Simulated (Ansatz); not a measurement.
# PH (SMILES [PH]) at U-wB97M-V/3-21G

What is the electronic atomisation energy of PH at U-wB97M-V/3-21G? 

The calculation is run with Ansatz 0.2.0.

52 further runs of the same task are left out: 52 set aside as unsound or not needed.

### Step 1. The molecule

PH has 2 atoms, charge 0, and is taken as a triplet. As SMILES, `[PH]`. The coordinates come from a PBE0-D4/def2-TZVP relaxation.

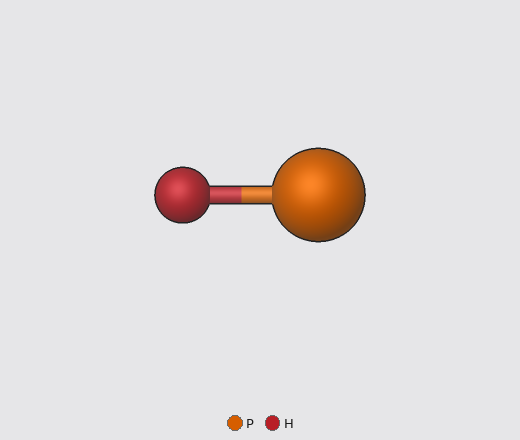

Viewed from a chosen angle; phosphorus orange, hydrogen red.

### Step 2. The energy at U-wB97M-V/3-21G

The input, run.yaml:

```yaml
crystal:
  periodic: [false, false, false]
  atoms:
    - {symbol: P, position_ang: [-0.000000, -0.000000, -0.014610]}
    - {symbol: H, position_ang: [0.000000, 0.000000, 1.413680]}
basis:
  gaussian: {orbitals: 3-21G.json}
magnetization: {spin_polarized: true, initial_magnetization: 2}
hamiltonian: {xc: {name: wB97M-V}}
accuracy: high
```

The basis set 3-21G is read from a file made from the Basis Set Exchange's data (not shown).

Started as:

```console
ansatz run run.yaml --threads 1 --pin off --max-ram 3480MiB --events-out events.jsonl --progress --plain --runs-dir runs
```

The program printed:

```text
Warning: RAYON_NUM_THREADS=1 ignored (pool sized by the plan → 1); use --threads N
Functional definition: wB97M-V
  name "wB97M-V"
  parameter omega = 0.3/bohr
  parameter cx = 0.15
  parameter cx01 = 1.007
  parameter cx10 = 0.259
  parameter css00 = 0.443
  parameter css04 = -1.437
  parameter css10 = -4.535
  parameter css20 = -3.390
  parameter css43 = 4.278
  parameter cos00 = 1.000
  parameter cos10 = 1.358
  parameter cos20 = 2.924
  parameter cos21 = -8.812
  parameter cos60 = -1.390
  parameter cos61 = 9.142
  parameter b = 6.0
  parameter c = 0.01
  gx(w, u) = 1 - cx + cx01*u + cx10*w
  gss(w, u) = css00 + css04*u^4 + css10*w + css20*w^2 + css43*w^4*u^3
  gos(w, u) = cos00 + cos10*w + (cos20 + cos21*u)*w^2 + (cos60 + cos61*u)*w^6
  exchange = spin_sum(e_x_unif_sr(omega)*gx(b97_w, b97_u_x)) + cx*exact_x_sr(omega) + exact_x_lr(omega)
  correlation = spin_sum(e_c_pw_mod_same_spin*gss(b97_w, b97_u_same))
      + integral(e_c_pw_mod_opposite_spin*gos(b97_w_opposite, b97_u_opposite)) + vv10(b, c)
277 factors; integrals over basis functions are off by at most 2.2e-9 eV
109 factors; integrals over basis functions are off by at most 1.9e-9 eV
mean field evaluation 1: about -9254.7228 eV, gradient 2.7e0 eV
mean field evaluation 2: about -9254.7905 eV, gradient 6.7e-1 eV
mean field evaluation 4: about -9254.7955 eV, gradient 7.5e-2 eV
mean field evaluation 8: about -9254.7900 eV, gradient 5.9e-3 eV
mean field evaluation 16: about -9254.7900 eV, gradient 1.4e-8 eV
mean field -9254.79004153 eV, -340.1072609042 hartree, gradient 1.6e-8 eV, S^2 2.002001; 0 other end points of the search recorded, 0 dependent functions left out
reference -9254.79004357 eV, -340.1072609793 hartree; 9, 7 occupied and 6, 8 virtual orbitals, 277 factors
Total energy: -9254.79004357 eV, -340.1072609793 hartree
```

It took 5.1 s on 1 thread of Arm Neoverse V2, shared host; peak memory 0.26 GiB.

### Step 3. The H atom

The input, in.yaml:

```yaml
crystal:
  periodic: [false, false, false]
  atoms:
    - {symbol: H, position_ang: [0.000000, 0.000000, 0.000000]}
basis:
  gaussian:
    orbitals: 3-21G.json
magnetization:
  spin_polarized: true
  initial_magnetization: 1
hamiltonian:
  xc: {name: wB97M-V}
accuracy: high
```

The basis set 3-21G is read from a file made from the Basis Set Exchange's data (not shown).

Run the same way, it converges to -0.48621 Eh (log not shown).

### Step 4. The P atom, same level

The input, in.yaml:

```yaml
crystal:
  periodic: [false, false, false]
  atoms:
    - {symbol: P, position_ang: [0.000000, 0.000000, 0.000000]}
basis:
  gaussian: {orbitals: 3-21G.json}
magnetization: {spin_polarized: true, initial_magnetization: 3}
hamiltonian: {xc: {name: wB97M-V}}
accuracy: high
```

The basis set 3-21G is read from a file made from the Basis Set Exchange's data (not shown).

Run the same way, it converges to -339.51339 Eh (log not shown).

### Step 5. Outcome

At U-wB97M-V/3-21G:

| quantity | value |
| --- | --- |
| molecule: total energy | -340.10726 Eh |
| molecule: ⟨S²⟩ | 2.002 |
| H atom: total energy | -0.48621 Eh |
| H atom: ⟨S²⟩ | 0.750 |
| P atom: total energy | -339.51339 Eh |
| P atom: ⟨S²⟩ | 3.750 |
| electronic atomisation energy | 2.929 eV |

Taking the molecule apart into free atoms costs 2.93 eV (283 kJ/mol), before zero-point energy and without spin-orbit coupling. The basis has no polarisation functions, which makes bonds too weak.
